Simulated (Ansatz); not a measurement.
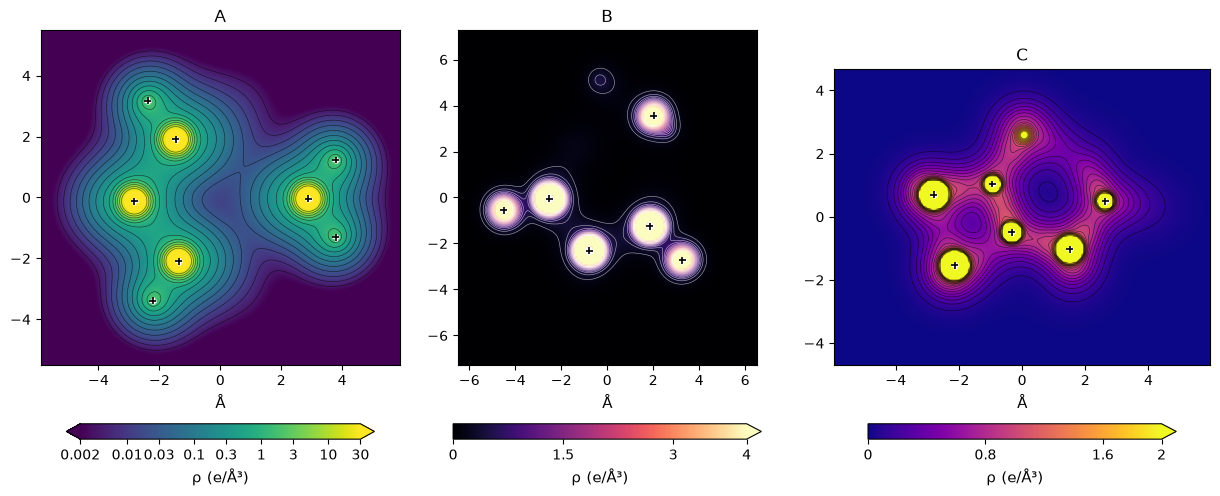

The electron density of 3 systems, each on a plane through atoms (crosses mark nuclei in the plane).

The calculation used RKS PBE0-D4/def2-TZVP (Ansatz 0.2.0).

System 1: Ge9H14O, the plane of atoms Ge8, Ge5 and Ge9. Geometry: PBE-D4/def2-SVP.

```xyz
24

Ge    0.3193   -2.9289   -0.0083
Ge    0.3026   -0.0494   -2.7880
Ge   -2.4968   -0.0906    0.0824
Ge    0.3076    0.0122    2.9310
Ge    0.2959    2.7878    0.0486
Ge   -1.1022   -1.4732   -1.3796
Ge    1.6514   -1.5339    1.5426
Ge    1.6947    1.3791   -1.3764
Ge   -1.1118    1.3777    1.4680
O     3.3174   -1.5614    1.5744
H     1.2712   -3.7981   -0.8752
H    -0.5860   -3.8634    0.8491
H     1.1867   -0.9370   -3.7109
H    -0.6082    0.8337   -3.6890
H    -3.3841   -0.9959    0.9859
H    -3.4378    0.7843   -0.7971
H    -0.5991   -0.8476    3.8620
H     1.2524    0.8831    3.8039
H    -0.6129    3.6882   -0.8372
H     1.1761    3.7113    0.9394
H    -2.0182   -2.3769   -2.2638
H     2.6279    2.2602   -2.2553
H     2.5876    0.4777   -0.4729
H    -2.0338    2.2610    2.3663
```

System 2: H16O4Sn10, the plane of atoms Sn2, Sn6 and Sn3. Geometry: PBE-D4/def2-SVP; core potentials replace the inner electrons of Sn.

```xyz
30

Sn   -2.3028    1.3063   -1.4569
Sn    1.6049   -1.5366   -1.5440
Sn   -1.3755   -1.6394    1.8780
Sn    2.1965    2.3046    1.4927
Sn   -3.4849   -0.4921    0.3753
Sn    0.0757   -3.2997    0.0788
Sn   -0.0476    0.3543   -2.8755
Sn   -1.0214    3.5582   -0.3245
Sn    3.3563    0.1155   -0.0570
Sn   -0.0443    0.7980    2.5674
O     2.6112   -2.5322   -3.0164
O    -2.4476   -2.6786    3.2760
O     2.0073    0.4794    3.1732
O     1.0342    3.1121   -0.4253
H    -3.4437    2.0506   -2.5480
H     1.9770   -2.9424   -3.6380
H    -1.8454   -2.9814    3.9843
H     2.3912   -0.3846    2.9204
H    -4.4004   -1.5891   -0.6126
H    -4.6169    0.4285    1.3169
H    -0.9511   -4.3997   -0.7982
H     1.1790   -4.2882    0.9939
H    -0.5060   -0.0108   -4.5136
H     0.9433    1.8067   -3.0174
H     1.2451    2.7028   -1.2948
H    -1.0854    5.0153   -1.2765
H     4.5946    0.5250   -1.2165
H     4.1458   -0.9803    1.0601
H    -1.0862    3.9910    1.3523
H    -0.7032    1.2070    4.1459
```

System 3: B10P10, the plane of atoms B6, P18 and P19. Geometry: PBE-D4/def2-SVP.

```yaml
atoms:
  - { symbol: B, position_ang: [-1.9926, -1.6652, 0.1241] }
  - { symbol: B, position_ang: [-1.6693, 0.3213, -0.0144] }
  - { symbol: B, position_ang: [-1.4791, 0.8968, 1.7406] }
  - { symbol: B, position_ang: [-0.6561, 1.5231, -0.7627] }
  - { symbol: B, position_ang: [0.4619, -2.0406, -0.6049] }
  - { symbol: B, position_ang: [0.6947, -1.2302, 1.0359] }
  - { symbol: B, position_ang: [1.6721, -0.8565, -0.4945] }
  - { symbol: B, position_ang: [1.5240, 1.5425, -0.8912] }
  - { symbol: B, position_ang: [-0.2618, 1.9201, 1.1574] }
  - { symbol: B, position_ang: [1.9521, -0.1670, 1.2017] }
  - { symbol: P, position_ang: [-2.6991, -0.7419, -1.3004] }
  - { symbol: P, position_ang: [-1.1687, -2.6417, -1.3294] }
  - { symbol: P, position_ang: [-1.1106, -0.9917, 1.6510] }
  - { symbol: P, position_ang: [0.3346, 1.6476, -2.3762] }
  - { symbol: P, position_ang: [-3.0445, 1.5596, 0.9093] }
  - { symbol: P, position_ang: [-1.4544, 3.0977, 0.1102] }
  - { symbol: P, position_ang: [2.0836, 0.1800, -2.1044] }
  - { symbol: P, position_ang: [1.8007, -2.9150, 0.4662] }
  - { symbol: P, position_ang: [3.3754, -1.1981, 0.4943] }
  - { symbol: P, position_ang: [1.6372, 1.7592, 0.9876] }
```

**Which map belongs to which system?**

Panel A is system 1, Ge9H14O: the plane holds Ge and H. Ge–Ge (2.44 Å): ρ at the midpoint is about 0.56 e/Å³. Panel B is system 2, H16O4Sn10: the plane holds Sn and O. Sn–O (2.04 Å): ρ at the midpoint is about 0.7 e/Å³. Panel C is system 3, B10P10: the plane holds B and P. B–B (1.65 Å): the density is about 1.1 e/Å³ at the midpoint.
